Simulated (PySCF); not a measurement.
# CCSD(T)/STO-3G run of PH2F (phosphinous fluoride(8ci,9ci))

Aim: the vertical ionisation energy of PH2F (phosphinous fluoride(8ci,9ci)) at CCSD(T)/STO-3G, from 2 runs. Input form: a Python script.

The calculation is run with PySCF 2.14.0.

10 further runs of the same task are left out: 1 that didn't finish, 9 set aside as unsound or not needed.

## (1) The molecule

The species is PH2F (4 atoms), meant as a singlet with charge 0. As SMILES, `FP`. Geometry: relaxed at GFN2-xTB.

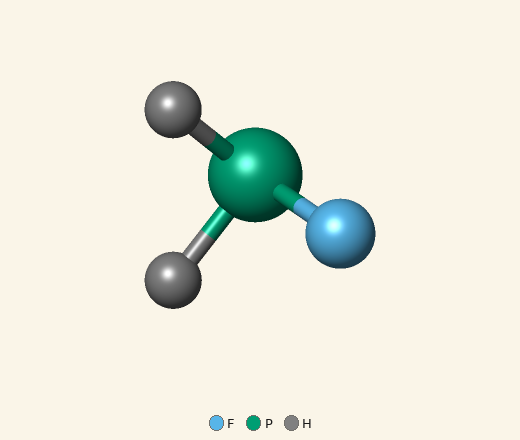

Viewed from a chosen angle; fluorine blue, phosphorus teal, hydrogen grey.

## (2) A single-point energy at CCSD(T)/STO-3G

Contents of job.py:

```python
from pyscf import gto, cc

mol = gto.Mole()
mol.atom = '''
F        1.160540       0.668850      -0.222660
P       -0.072030      -0.369080      -0.479670
H       -1.053910       0.574260      -0.129560
H       -0.034600      -0.874030       0.831900
'''
mol.charge = 0
mol.verbose = 4
mol.basis = 'sto-3g'
mol.max_memory = 1860
mol.build()

hf = mol.RHF()
hf.conv_tol = 1e-10
hf.kernel()
if not hf.converged:
    hf = hf.newton().run(hf.mo_coeff, hf.mo_occ)

mycc = cc.CCSD(hf, frozen=6)
mycc.kernel()
e_t = mycc.ccsd_t()
e_tot = mycc.e_tot + e_t
print('E(%s) = %.9f' % ('CCSD(T)', e_tot))
```

Command:

```sh
$ OMP_NUM_THREADS=1 python job.py
```

The program printed:

```text
PySCF version 2.14.0

[INPUT] num. atoms = 4
[INPUT] num. electrons = 26
[INPUT] charge = 0
[INPUT] spin (= nelec alpha-beta = 2S) = 0
[INPUT] symmetry False subgroup None
[INPUT] Mole.unit = angstrom
[INPUT] Symbol           X                Y                Z      unit          X                Y                Z       unit  Magmom
[INPUT]  1 F      1.160540000000   0.668850000000  -0.222660000000 AA    2.193102756603   1.263943318415  -0.420766418896 Bohr   0.0
[INPUT]  2 P     -0.072030000000  -0.369080000000  -0.479670000000 AA   -0.136116972752  -0.697460118054  -0.906444930170 Bohr   0.0
[INPUT]  3 H     -1.053910000000   0.574260000000  -0.129560000000 AA   -1.991601259940   1.085194124293  -0.244832916699 Bohr   0.0
[INPUT]  4 H     -0.034600000000  -0.874030000000   0.831900000000 AA   -0.065384523910  -1.651677324654   1.572063163026 Bohr   0.0

nuclear repulsion = 59.6290175704312
number of shells = 10
number of NR pGTOs = 48
number of NR cGTOs = 16
basis = sto-3g
ecp = {}

******** <class 'pyscf.scf.hf.RHF'> ********
method = RHF
initial guess = minao
damping factor = 0
level_shift factor = 0
DIIS = <class 'pyscf.scf.diis.CDIIS'>
diis_start_cycle = 1
diis_space = 8
diis_damp = 0
SCF conv_tol = 1e-10
SCF conv_tol_grad = None
SCF max_cycles = 50
direct_scf = True
direct_scf_tol = 1e-13
Set gradient conv threshold to 1e-05
Initial guess from minao.
init E= -435.733025199131
  HOMO = -0.257114084765669  LUMO = 0.183885474850978  gap/eV = 12.00021
cycle= 1 E= -436.033822091044  delta_E= -0.301  |g|= 0.287  |ddm|= 2.24
  HOMO = -0.248745868921444  LUMO = 0.41501042723961  gap/eV = 18.06173
cycle= 2 E= -436.083572003134  delta_E= -0.0497  |g|= 0.0556  |ddm|= 0.666
  HOMO = -0.297336667134772  LUMO = 0.418571944285825  gap/eV = 19.48087
cycle= 3 E= -436.085193662676  delta_E= -0.00162  |g|= 0.0172  |ddm|= 0.105
  HOMO = -0.301602832118674  LUMO = 0.416956800108268  gap/eV = 19.55300
cycle= 4 E= -436.085427155164  delta_E= -0.000233  |g|= 0.00213  |ddm|= 0.0552
  HOMO = -0.300652197022936  LUMO = 0.417699945806092  gap/eV = 19.54736
cycle= 5 E= -436.085430679179  delta_E= -3.52e-06  |g|= 0.000281  |ddm|= 0.00688
  HOMO = -0.300665935916572  LUMO = 0.417717348088884  gap/eV = 19.54820
cycle= 6 E= -436.085430741864  delta_E= -6.27e-08  |g|= 6.22e-05  |ddm|= 0.000829
  HOMO = -0.300663936688266  LUMO = 0.417705300296986  gap/eV = 19.54782
cycle= 7 E= -436.085430746514  delta_E= -4.65e-09  |g|= 1.64e-05  |ddm|= 0.000257
  HOMO = -0.300661561050438  LUMO = 0.417710167100224  gap/eV = 19.54789
cycle= 8 E= -436.085430746825  delta_E= -3.11e-10  |g|= 2.89e-06  |ddm|= 7.06e-05
  HOMO = -0.300661370282922  LUMO = 0.417709201813611  gap/eV = 19.54786
cycle= 9 E= -436.085430746832  delta_E= -7.33e-12  |g|= 2.92e-07  |ddm|= 1.17e-05
  HOMO = -0.300661451595902  LUMO = 0.417709365775821  gap/eV = 19.54787
Extra cycle  E= -436.085430746833  delta_E= -2.84e-13  |g|= 1.15e-07  |ddm|= 6.08e-07
converged SCF energy = -436.085430746833

******** <class 'pyscf.cc.ccsd.CCSD'> ********
CC2 = 0
CCSD nocc = 7, nmo = 10
frozen orbitals 6
max_cycle = 50
direct = 0
conv_tol = 1e-07
conv_tol_normt = 1e-05
diis_space = 6
diis_start_cycle = 0
diis_start_energy_diff = 1e+09
Init t2, MP2 energy = -436.137540179244  E_corr(MP2) -0.0521094324113338
Init E_corr(CCSD) = -0.052109432411341
cycle = 1  E_corr(CCSD) = -0.0660965807447407  dE = -0.0139871483  norm(t1,t2) = 0.0445434
cycle = 2  E_corr(CCSD) = -0.0714908393103262  dE = -0.00539425857  norm(t1,t2) = 0.0173125
cycle = 3  E_corr(CCSD) = -0.0744569802230771  dE = -0.00296614091  norm(t1,t2) = 0.00739939
cycle = 4  E_corr(CCSD) = -0.0747726324654414  dE = -0.000315652242  norm(t1,t2) = 0.00178688
cycle = 5  E_corr(CCSD) = -0.0747359379164748  dE = 3.6694549e-05  norm(t1,t2) = 0.000697255
cycle = 6  E_corr(CCSD) = -0.074741913999826  dE = -5.97608335e-06  norm(t1,t2) = 0.000125664
cycle = 7  E_corr(CCSD) = -0.0747412172776548  dE = 6.96722171e-07  norm(t1,t2) = 5.54779e-05
cycle = 8  E_corr(CCSD) = -0.0747412841684757  dE = -6.6890821e-08  norm(t1,t2) = 1.93636e-05
cycle = 9  E_corr(CCSD) = -0.0747412613170946  dE = 2.28513812e-08  norm(t1,t2) = 8.61898e-06
CCSD converged
E(CCSD) = -436.1601720081496  E_corr = -0.07474126131709456
CCSD(T) correction = -0.000942450593621538
E(CCSD(T)) = -436.161114459
```

Wall time 0.69 s (1 thread of Arm Neoverse V2, shared host); peak memory 0.12 GiB.

## (3) The doublet cation

Contents of run.py:

```python
from pyscf import gto, cc

mol = gto.M(
    atom='''
F    1.160540   0.668850  -0.222660
P   -0.072030  -0.369080  -0.479670
H   -1.053910   0.574260  -0.129560
H   -0.034600  -0.874030   0.831900
''',
    verbose=3,
    spin=1,
    charge=1,
    basis='sto-3g',
    max_memory=1860,
)

mf = mol.UHF()
mf.conv_tol = 1e-10
mf.kernel()
if not mf.converged:
    mf = mf.newton().run(mf.mo_coeff, mf.mo_occ)

mycc = cc.CCSD(mf, frozen=6)
mycc.kernel()
e_t = mycc.ccsd_t()
etot = mycc.e_tot + e_t
print('Final energy', etot)
```

Command:

```sh
$ OMP_NUM_THREADS=1 python run.py
```

The program printed:

```text
converged SCF energy = -435.805465325443  <S^2> = 0.78906944  2S+1 = 2.0386951
E(UCCSD) = -435.9002308665719  E_corr = -0.09476554112849384
UCCSD(T) correction = -0.00304750537670485
Final energy -435.9032783719486
```

It took 0.74 s on 1 thread of Arm Neoverse V2, shared host; peak memory 0.12 GiB.

## (4) Summary of results

At CCSD(T)/STO-3G, 6 core orbitals frozen:

| quantity | value |
| --- | --- |
| singlet PH2F: total energy | -436.16111 Eh |
| singlet PH2F: dipole moment (Hartree–Fock density) | 1.02 D |
| singlet PH2F: HOMO energy (Hartree–Fock orbitals) | -8.18 eV |
| singlet PH2F: LUMO energy (Hartree–Fock orbitals) | 11.37 eV |
| singlet PH2F: HOMO–LUMO gap (Hartree–Fock orbitals) | 19.55 eV |
| singlet PH2F: correlation energy (6 core orbitals frozen) | -75.7 mEh |
| singlet PH2F: (T) correction | -0.94 mEh |
| singlet PH2F: T1 diagnostic | 0.009 |
| doublet cation: total energy | -435.90328 Eh |
| doublet cation: HOMO energy (Hartree–Fock orbitals) (highest over α and β) | -19.63 eV |
| doublet cation: LUMO energy (Hartree–Fock orbitals) (lowest over α and β) | -6.90 eV |
| doublet cation: correlation energy (6 core orbitals frozen) | -97.8 mEh |
| doublet cation: (T) correction | -3.05 mEh |
| doublet cation: ⟨S²⟩ of the reference determinant | 0.789 |
| doublet cation: T1 diagnostic | 0.040 |
| vertical ionisation energy (to the doublet cation) | 7.016 eV |

In words: Removing an electron at fixed nuclei costs 7.02 eV (677 kJ/mol). In a minimal basis such a difference can be off by several eV, whatever the method. Mulliken charges (singlet PH2F) of the mean-field density run from -0.28 on F1 to +0.53 on P2; they depend strongly on the basis. The triples (singlet PH2F) make up 1.2 % of the correlation energy. Mulliken charges (doublet cation) of the mean-field density run from -0.03 on F1 to +0.91 on P2. The triples (doublet cation) make up 3.1 % of the correlation energy.
